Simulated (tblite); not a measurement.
Geometry relaxation, with input and output: C₅H₁₂FPSi (part 2 of 4)

The same run, continued: C₅H₁₂FPSi, SMILES CP1CC[SiH](F)CC1; GFN2-xTB geometry optimisation, gas phase (tblite 0.8.0). 

Geometry of the input (Å):
```
C  -2.8466  -0.2502  0.0755
P  -1.0660  -0.1138  0.1857
C  -0.2817  1.4059  -0.4864
C  0.8330  1.6848  0.4984
Si 2.0158  0.2823  0.3994
F  2.7556  0.1289  1.9052
C  1.4080  -1.3433  -0.1193
C  -0.0412  -1.5063  -0.3850
H  -3.1826  -1.1547  0.6513
H  -3.3164  0.6086  0.6401
H  -3.3040  -0.2616  -0.9257
H  0.2280  1.1244  -1.4357
H  -0.9825  2.2550  -0.5898
H  1.2739  2.6764  0.3729
H  0.3234  1.6281  1.5059
H  3.0759  0.6887  -0.5539
H  1.9753  -1.6838  -1.0187
H  1.6735  -2.1036  0.6705
H  -0.1699  -1.5980  -1.4865
H  -0.3766  -2.4574  0.0930
```

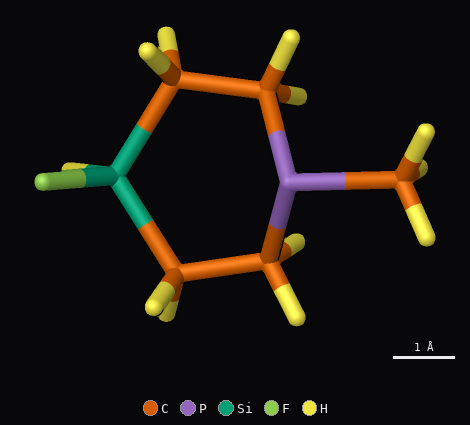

The geometry at step 43 of the log (stick view, seen at a tilt).

Trajectory as extended XYZ, continued:
```
20
Properties=species:S:1:pos:R:3:forces:R:3 step=24 energy=-703.53613
C    -2.7302   -0.3146   -0.0013   -0.0410  -0.0350  -0.1750
P    -1.0455   -0.1983    0.7427    0.0490  -0.0120  -0.0370
C    -0.4401    1.2809   -0.2094    0.1210   0.1380   0.0620
C     0.8732    1.7154    0.4398    0.0570   0.0330  -0.0550
Si    2.1516    0.3101    0.3490   -0.0570   0.0050  -0.0450
F     2.7747    0.1124    1.8355    0.0380   0.0670  -0.1310
C     1.3751   -1.3786   -0.0890    0.0150  -0.0100   0.0140
C    -0.1380   -1.4183   -0.3348    0.0480  -0.0520  -0.0670
H    -3.2219   -1.2298    0.3269    0.0010   0.0660   0.0020
H    -3.3180    0.5468    0.3215    0.0350  -0.1310   0.0220
H    -2.6562   -0.3100   -1.0881   -0.0840  -0.0140  -0.0450
H    -0.2696    1.0096   -1.2612   -0.1140   0.1000   0.1550
H    -1.1716    2.0939   -0.1792   -0.0330  -0.0760   0.0840
H     1.2416    2.6144   -0.0581    0.0530   0.0170   0.0490
H     0.6851    1.9780    1.4873    0.0340  -0.0200  -0.1620
H     3.2773    0.6526   -0.5319   -0.1040  -0.0740   0.1430
H     1.8643   -1.7963   -0.9730    0.0500  -0.0400   0.1160
H     1.6028   -2.0432    0.7474    0.0320  -0.0160  -0.0450
H    -0.3583   -1.1811   -1.3844   -0.0100  -0.0350   0.0950
H    -0.5015   -2.4333   -0.1429   -0.0880   0.0880   0.0210
20
Properties=species:S:1:pos:R:3:forces:R:3 step=27 energy=-703.57031
C    -2.7305   -0.3338   -0.0452    0.0110   0.0100  -0.0320
P    -1.0602   -0.2098    0.7517   -0.0320   0.0300  -0.0080
C    -0.4605    1.2984   -0.1574    0.1800   0.1520  -0.0070
C     0.8935    1.7176    0.4125    0.0440   0.0910   0.0610
Si    2.1540    0.2959    0.3382   -0.1520   0.1220  -0.0200
F     2.7656    0.1249    1.8303    0.0860   0.0580  -0.0850
C     1.3812   -1.3929   -0.0733    0.0720   0.0240   0.0280
C    -0.1291   -1.4155   -0.3234    0.0320  -0.0020  -0.0140
H    -3.2368   -1.2379    0.2887    0.0890  -0.0740  -0.0860
H    -3.3358    0.5085    0.2883    0.0580   0.0460  -0.0310
H    -2.6520   -0.3191   -1.1346   -0.0530  -0.0400   0.1040
H    -0.3563    1.0541   -1.2192   -0.0860   0.0820  -0.0250
H    -1.1781    2.1170   -0.0607   -0.0740  -0.0640   0.0610
H     1.2666    2.6068   -0.1085   -0.0620  -0.1410  -0.0070
H     0.7528    2.0180    1.4545    0.0230  -0.0510  -0.0240
H     3.2649    0.6175   -0.5557    0.0390  -0.0320   0.0780
H     1.8916   -1.8161   -0.9391   -0.0540  -0.0660  -0.0710
H     1.6329   -2.0474    0.7604   -0.1250  -0.0790   0.0980
H    -0.3440   -1.1578   -1.3650    0.0210  -0.0290  -0.0480
H    -0.5253   -2.4177   -0.1456   -0.0170  -0.0380   0.0280
20
Properties=species:S:1:pos:R:3:forces:R:3 step=30 energy=-703.58568
C    -2.7207   -0.3465   -0.0707    0.0330   0.0070   0.0410
P    -1.0711   -0.2173    0.7771    0.0410   0.0070  -0.0920
C    -0.4688    1.3140   -0.1082   -0.1600  -0.0730  -0.0300
C     0.9092    1.7253    0.3970   -0.1310  -0.0020   0.0070
Si    2.1478    0.2979    0.3253    0.0760  -0.0980  -0.0080
F     2.7697    0.1367    1.8130    0.0900   0.0660  -0.0120
C     1.3853   -1.3982   -0.0595   -0.0760  -0.0850  -0.0050
C    -0.1250   -1.4058   -0.3114   -0.0560  -0.0120  -0.0260
H    -3.2359   -1.2565    0.2347    0.1260  -0.0460  -0.0370
H    -3.3425    0.4908    0.2430    0.0530   0.0500  -0.0220
H    -2.6043   -0.3313   -1.1547   -0.0510  -0.0080   0.0390
H    -0.4427    1.0812   -1.1787    0.0390   0.1380  -0.0010
H    -1.1991    2.1141    0.0419    0.0240   0.0230   0.0600
H     1.2699    2.5803   -0.1756   -0.0160   0.0400  -0.0120
H     0.8170    2.0535    1.4328    0.0000   0.0300   0.0340
H     3.2713    0.5910   -0.5582    0.0560   0.0090   0.0180
H     1.8828   -1.8393   -0.9269   -0.0390  -0.0190   0.0200
H     1.6215   -2.0511    0.7832   -0.0880   0.0080   0.0270
H    -0.3369   -1.1171   -1.3473    0.0540  -0.0750  -0.0150
H    -0.5324   -2.4110   -0.1598    0.0260   0.0410   0.0140
20
Properties=species:S:1:pos:R:3:forces:R:3 step=34 energy=-703.60435
C    -2.7153   -0.3523   -0.0835   -0.0070  -0.0120  -0.0730
P    -1.0688   -0.2155    0.7606   -0.0220  -0.0390  -0.0080
C    -0.4882    1.3303   -0.0940    0.0680   0.0610  -0.0080
C     0.9040    1.7278    0.3909    0.0600  -0.0400   0.0090
Si    2.1425    0.2869    0.3174    0.0310   0.0080   0.0080
F     2.7990    0.1680    1.7945    0.0400   0.0190   0.0150
C     1.3817   -1.4188   -0.0480   -0.0100   0.0730   0.0160
C    -0.1243   -1.4085   -0.3152    0.0030  -0.0210  -0.0480
H    -3.2045   -1.2795    0.2092    0.0030   0.0220   0.0910
H    -3.3333    0.4884    0.2296   -0.0210  -0.0620   0.0500
H    -2.6333   -0.3404   -1.1702    0.1080   0.0440  -0.0100
H    -0.4789    1.1504   -1.1737   -0.0190   0.0570  -0.0200
H    -1.2075    2.1265    0.1127   -0.0210   0.0360   0.0090
H     1.2735    2.5753   -0.1948   -0.0800  -0.0520   0.0450
H     0.8428    2.0675    1.4283   -0.0390  -0.0190  -0.0580
H     3.2780    0.5718   -0.5536    0.0160   0.0120  -0.0330
H     1.8840   -1.8627   -0.9118   -0.0360  -0.0490   0.0780
H     1.6010   -2.0635    0.8054   -0.0540   0.0160  -0.0090
H    -0.3141   -1.1366   -1.3584   -0.0110  -0.0210  -0.0320
H    -0.5435   -2.4042   -0.1483   -0.0100  -0.0320  -0.0240
20
Properties=species:S:1:pos:R:3:forces:R:3 step=37 energy=-703.61201
C    -2.7107   -0.3573   -0.0958    0.0220  -0.0020   0.0360
P    -1.0691   -0.2201    0.7540   -0.0270   0.0520  -0.0140
C    -0.4942    1.3408   -0.0843   -0.0020  -0.0270  -0.0140
C     0.9077    1.7209    0.3880   -0.0550   0.0450  -0.0100
Si    2.1498    0.2819    0.3142   -0.0140   0.0610   0.0100
F     2.8207    0.1852    1.7869    0.0160  -0.0090   0.0060
C     1.3746   -1.4185   -0.0402    0.0100  -0.0280   0.0060
C    -0.1263   -1.4106   -0.3226   -0.0360   0.0280   0.0000
H    -3.1889   -1.2872    0.2074   -0.0220   0.0180  -0.0100
H    -3.3325    0.4769    0.2266   -0.0260  -0.0510   0.0010
H    -2.6143   -0.3375   -1.1810    0.0300   0.0100   0.0160
H    -0.5032    1.1890   -1.1702   -0.0150   0.0160   0.0400
H    -1.2149    2.1334    0.1501    0.0910  -0.0340  -0.0010
H     1.2621    2.5666   -0.2050    0.0280  -0.0030   0.0000
H     0.8518    2.0750    1.4199   -0.0090  -0.0550  -0.0010
H     3.2871    0.5656   -0.5554   -0.0070   0.0000  -0.0460
H     1.8742   -1.8828   -0.8918    0.0530  -0.0340  -0.0010
H     1.5773   -2.0630    0.8156   -0.0190   0.0240   0.0750
H    -0.3083   -1.1419   -1.3672   -0.0240  -0.0030  -0.0490
H    -0.5482   -2.4058   -0.1523    0.0080  -0.0080  -0.0460
20
Properties=species:S:1:pos:R:3:forces:R:3 step=40 energy=-703.61530
C    -2.7071   -0.3623   -0.1035   -0.0250   0.0020   0.0180
P    -1.0753   -0.2200    0.7568    0.0500  -0.0210   0.0020
C    -0.4999    1.3447   -0.0701   -0.0070  -0.0030  -0.0120
C     0.9086    1.7199    0.3814    0.0150  -0.0160  -0.0060
Si    2.1530    0.2835    0.3113    0.0000  -0.0430  -0.0170
F     2.8274    0.1920    1.7844    0.0030   0.0020  -0.0390
C     1.3736   -1.4204   -0.0321   -0.0070  -0.0130   0.0030
C    -0.1278   -1.4056   -0.3235    0.0250  -0.0140  -0.0310
H    -3.1877   -1.2920    0.1947    0.0050  -0.0320  -0.0350
H    -3.3420    0.4615    0.2158   -0.0230   0.0230  -0.0040
H    -2.5941   -0.3369   -1.1872   -0.0130  -0.0030   0.0220
H    -0.5336    1.2155   -1.1566    0.0080  -0.0300  -0.0130
H    -1.2074    2.1383    0.1888    0.0110   0.0150   0.0190
H     1.2608    2.5553   -0.2250    0.0250   0.0450   0.0040
H     0.8683    2.0793    1.4109   -0.0160  -0.0150   0.0230
H     3.2873    0.5566   -0.5696   -0.0380   0.0040  -0.0070
H     1.8746   -1.8981   -0.8775    0.0330  -0.0010   0.0460
H     1.5655   -2.0585    0.8327   -0.0230   0.0540   0.0350
H    -0.3029   -1.1373   -1.3713   -0.0110   0.0210   0.0150
H    -0.5465   -2.4046   -0.1633   -0.0120   0.0250  -0.0240
20
Properties=species:S:1:pos:R:3:forces:R:3 step=43 energy=-703.61891
C    -2.7068   -0.3670   -0.1072    0.0020  -0.0010  -0.0080
P    -1.0715   -0.2215    0.7508   -0.0230  -0.0430   0.0350
C    -0.5041    1.3508   -0.0633    0.0550   0.0300   0.0240
C     0.9107    1.7196    0.3745    0.0820  -0.0180   0.0120
Si    2.1527    0.2791    0.3048   -0.0220   0.0020  -0.0400
F     2.8423    0.2032    1.7715   -0.0040  -0.0100  -0.0290
C     1.3714   -1.4274   -0.0233    0.0050   0.0550   0.0140
C    -0.1261   -1.4053   -0.3334    0.0170   0.0050   0.0070
H    -3.1816   -1.3030    0.1799    0.0180  -0.0320  -0.0140
H    -3.3530    0.4484    0.2110    0.0080   0.0270   0.0120
H    -2.5882   -0.3357   -1.1901   -0.0220   0.0050   0.0090
H    -0.5584    1.2425   -1.1494    0.0070  -0.0380  -0.0630
H    -1.1954    2.1451    0.2281   -0.0730   0.0270  -0.0090
H     1.2663    2.5569   -0.2322   -0.0240  -0.0280   0.0510
H     0.8754    2.0749    1.4066    0.0030  -0.0050  -0.0070
H     3.2801    0.5490   -0.5838   -0.0200   0.0040  -0.0270
H     1.8893   -1.9185   -0.8506   -0.0060  -0.0240   0.0510
H     1.5474   -2.0441    0.8607   -0.0390   0.0230  -0.0010
H    -0.3014   -1.1367   -1.3802    0.0450   0.0480  -0.0100
H    -0.5543   -2.3996   -0.1772   -0.0090  -0.0280  -0.0070
20
Properties=species:S:1:pos:R:3:forces:R:3 step=46 energy=-703.62259
C    -2.7082   -0.3662   -0.0985    0.0190  -0.0080  -0.0170
P    -1.0655   -0.2244    0.7479   -0.0400   0.0360  -0.0140
C    -0.4974    1.3508   -0.0711   -0.0420  -0.0200   0.0050
C     0.9148    1.7162    0.3766   -0.0620   0.0170   0.0230
Si    2.1521    0.2786    0.2974    0.0210   0.0380  -0.0190
F     2.8540    0.2042    1.7580    0.0030  -0.0170  -0.0110
C     1.3670   -1.4237   -0.0197   -0.0180  -0.0110   0.0150
C    -0.1263   -1.4060   -0.3455   -0.0320   0.0240   0.0230
H    -3.1748   -1.3104    0.1792    0.0080   0.0230   0.0020
H    -3.3579    0.4481    0.2205    0.0440  -0.0390   0.0210
H    -2.5852   -0.3295   -1.1798   -0.0430   0.0130  -0.0300
H    -0.5494    1.2380   -1.1601    0.0090  -0.0090   0.0440
H    -1.1905    2.1470    0.2213   -0.0240  -0.0400  -0.0560
H     1.2661    2.5639   -0.2147    0.0220   0.0020   0.0230
H     0.8613    2.0570    1.4121    0.0530   0.0060   0.0240
H     3.2712    0.5547   -0.5955    0.0180  -0.0010  -0.0670
H     1.8984   -1.9319   -0.8269   -0.0100  -0.0400   0.0270
H     1.5223   -2.0223    0.8796   -0.0090  -0.0130   0.0140
H    -0.3010   -1.1317   -1.3916    0.0670   0.0330   0.0120
H    -0.5560   -2.4015   -0.1921    0.0160   0.0050  -0.0210
20
Properties=species:S:1:pos:R:3:forces:R:3 step=49 energy=-703.63033
C    -2.7070   -0.3685   -0.0912   -0.0510  -0.0040  -0.0550
P    -1.0663   -0.2248    0.7421    0.0960   0.0200  -0.0500
C    -0.4935    1.3493   -0.0800   -0.0740  -0.0110  -0.0310
C     0.9137    1.7123    0.3858   -0.0980   0.0190   0.0170
Si    2.1544    0.2852    0.2740    0.0430  -0.0660   0.0210
F     2.8768    0.2019    1.7252    0.0260   0.0070  -0.0370
C     1.3554   -1.4173   -0.0049    0.0450  -0.1240   0.0440
C    -0.1309   -1.4000   -0.3623    0.0850  -0.0080  -0.0260
H    -3.1592   -1.3223    0.1750   -0.0260   0.0200   0.0150
H    -3.3578    0.4364    0.2450   -0.0140  -0.0270   0.0350
H    -2.5959   -0.3138   -1.1717   -0.0300   0.0110  -0.0830
H    -0.5334    1.2288   -1.1715    0.0150   0.0180   0.1310
H    -1.1932    2.1457    0.2006    0.0170  -0.0580  -0.0610
H     1.2716    2.5760   -0.1737   -0.0010   0.0610  -0.0480
H     0.8530    2.0247    1.4282    0.0300   0.0090   0.0790
H     3.2548    0.5627   -0.6430   -0.0060  -0.0110  -0.0490
H     1.9136   -1.9724   -0.7655   -0.1020   0.0220   0.0240
H     1.4696   -1.9811    0.9232    0.0310   0.0080   0.0350
H    -0.2752   -1.1087   -1.4104   -0.0030  -0.0030   0.0800
H    -0.5558   -2.4032   -0.2279    0.0150   0.1160  -0.0430
20
Properties=species:S:1:pos:R:3:forces:R:3 step=52 energy=-703.64251
C    -2.7078   -0.3836   -0.1133   -0.0130   0.0130  -0.0120
P    -1.0682   -0.2284    0.7231    0.0270  -0.0490   0.0140
C    -0.5065    1.3650   -0.0596    0.0710   0.0240   0.0190
C     0.9139    1.7092    0.3877    0.0810  -0.0060   0.0210
Si    2.1589    0.2795    0.2307   -0.0270  -0.0470   0.0260
F     2.9228    0.2180    1.6612    0.0850   0.0280  -0.0280
C     1.3479   -1.4314    0.0408    0.0620  -0.0070   0.0770
C    -0.1174   -1.3869   -0.3836    0.1040   0.0050   0.0100
H    -3.1337   -1.3529    0.1374   -0.0330  -0.0080  -0.0040
H    -3.3695    0.3931    0.2618   -0.0550   0.0180   0.0080
H    -2.6188   -0.2959   -1.1942    0.0040   0.0140  -0.0460
H    -0.5718    1.2754   -1.1481    0.0490  -0.0010  -0.0250
H    -1.1983    2.1534    0.2518   -0.0120  -0.0020  -0.0020
H     1.2846    2.5825   -0.1556   -0.1230  -0.0120  -0.0290
H     0.8898    1.9990    1.4410   -0.0480  -0.0190  -0.0010
H     3.2227    0.5455   -0.7383   -0.0800  -0.0280   0.0140
H     1.9288   -2.0539   -0.6453   -0.1070   0.0140  -0.0160
H     1.3929   -1.9247    1.0146    0.0600   0.0100   0.0160
H    -0.2136   -1.0694   -1.4259   -0.0220   0.0260  -0.0210
H    -0.5620   -2.3829   -0.2894   -0.0230   0.0290  -0.0210
20
Properties=species:S:1:pos:R:3:forces:R:3 step=55 energy=-703.64877
C    -2.7119   -0.3859   -0.1190    0.0240   0.0010   0.0120
P    -1.0643   -0.2331    0.7125   -0.0730   0.0280  -0.0010
C    -0.5023    1.3695   -0.0554   -0.0210  -0.0370  -0.0090
C     0.9188    1.7040    0.3934   -0.0200  -0.0080   0.0150
Si    2.1595    0.2729    0.2163    0.0130   0.0540   0.0310
F     2.9542    0.2263    1.6287    0.1120   0.0290   0.0080
C     1.3489   -1.4362    0.0680   -0.0480   0.0310  -0.0280
C    -0.1016   -1.3797   -0.3950   -0.0950   0.0220   0.0200
H    -3.1255   -1.3638    0.1261   -0.0150   0.0280  -0.0410
H    -3.3813    0.3773    0.2764    0.0150  -0.0160  -0.0380
H    -2.6306   -0.2834   -1.2011   -0.0120   0.0110   0.0320
H    -0.5677    1.2912   -1.1449    0.0490  -0.0230  -0.0320
H    -1.1972    2.1565    0.2574    0.0320  -0.0290   0.0230
H     1.2741    2.5862   -0.1436   -0.0330   0.0020   0.0020
H     0.8902    1.9754    1.4510   -0.0080   0.0120   0.0040
H     3.1944    0.5381   -0.7807   -0.0500  -0.0300  -0.0150
H     1.9201   -2.0872   -0.5940    0.0350  -0.0380  -0.0150
H     1.3607   -1.8948    1.0581    0.0730  -0.0410   0.0260
H    -0.1849   -1.0521   -1.4362    0.0410   0.0320   0.0080
H    -0.5585   -2.3706   -0.3212   -0.0210  -0.0300  -0.0030
20
Properties=species:S:1:pos:R:3:forces:R:3 step=58 energy=-703.65500
C    -2.7161   -0.3815   -0.1147   -0.0570   0.0010  -0.0240
P    -1.0689   -0.2312    0.7075    0.0190  -0.0030  -0.0060
C    -0.4932    1.3592   -0.0695   -0.0360   0.0010  -0.0440
C     0.9165    1.7019    0.4090   -0.0810  -0.0090   0.0100
Si    2.1607    0.2782    0.2175    0.0180  -0.0390   0.0340
F     2.9899    0.2271    1.6115    0.0690   0.0420  -0.0430
C     1.3469   -1.4338    0.0792   -0.0280  -0.0050  -0.0140
C    -0.1021   -1.3745   -0.3975   -0.0160  -0.0390   0.0100
H    -3.1296   -1.3592    0.1279   -0.0120  -0.0090  -0.0330
H    -3.3817    0.3762    0.2947   -0.0160   0.0230  -0.0220
H    -2.6554   -0.2698   -1.1968    0.0310   0.0110   0.0110
H    -0.5218    1.2663   -1.1624   -0.0030  -0.0030   0.0680
H    -1.1971    2.1484    0.2176    0.0420  -0.0210  -0.0050
H     1.2578    2.5979   -0.1131    0.0430   0.0000   0.0240
H     0.8701    1.9536    1.4707   -0.0110   0.0300   0.0020
H     3.1649    0.5383   -0.8080   -0.0020  -0.0100  -0.0390
H     1.9141   -2.1003   -0.5745    0.0350   0.0440   0.0150
H     1.3646   -1.8825    1.0763   -0.0090  -0.0210  -0.0410
H    -0.1650   -1.0357   -1.4397    0.0100  -0.0160   0.1000
H    -0.5597   -2.3679   -0.3387    0.0030   0.0230  -0.0050
```
